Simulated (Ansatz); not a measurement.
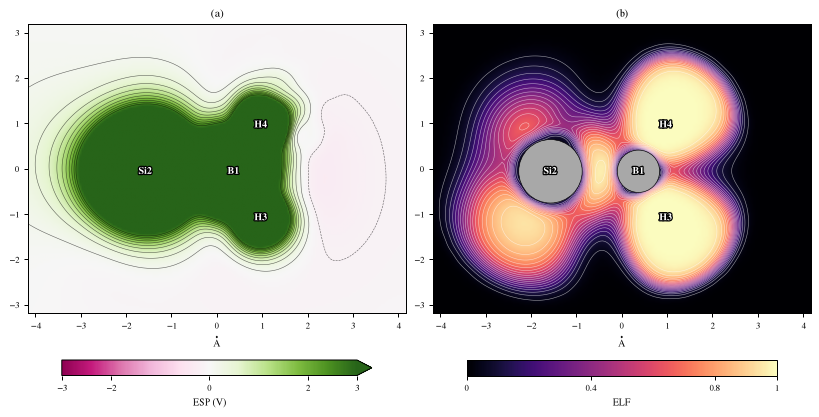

BH3Si (SMILES B[SiH]) (triplet). (a) molecular electrostatic potential; (b) electron localisation function on the plane of atoms Si2, B1 and H3. Grey discs cover the atomic cores in the ELF map.

Not at a stationary point (largest force 0.8 eV/Å).

Theory: SCF B3LYP, Gaussian basis (Ansatz 0.2.0).

```csv
atom,x (Å),y (Å),z (Å)
B,-0.6946,0.0070,0.0326
Si,1.1024,-0.5486,0.5073
H,-1.4678,-0.7846,-0.3801
H,-1.0142,1.1375,0.1538
H,2.0742,0.1887,-0.3136
```

Read the bonding off the picture.

- The plane passes through B, Si and H nuclei.
- Si–B (1.94 Å): the ELF peaks at about 0.95 between the atoms; a covalent bond.
- B–H (1.18 Å): the ELF climbs to about 1 towards the hydrogen, as it does in any bond to H: a covalent bond by its length.
- The ELF also peaks beside Si2, away from the bonds: non-bonding electrons, paired or unpaired.
- Outside the dense part of the molecule the potential is most negative (−0.3 V) near H3.
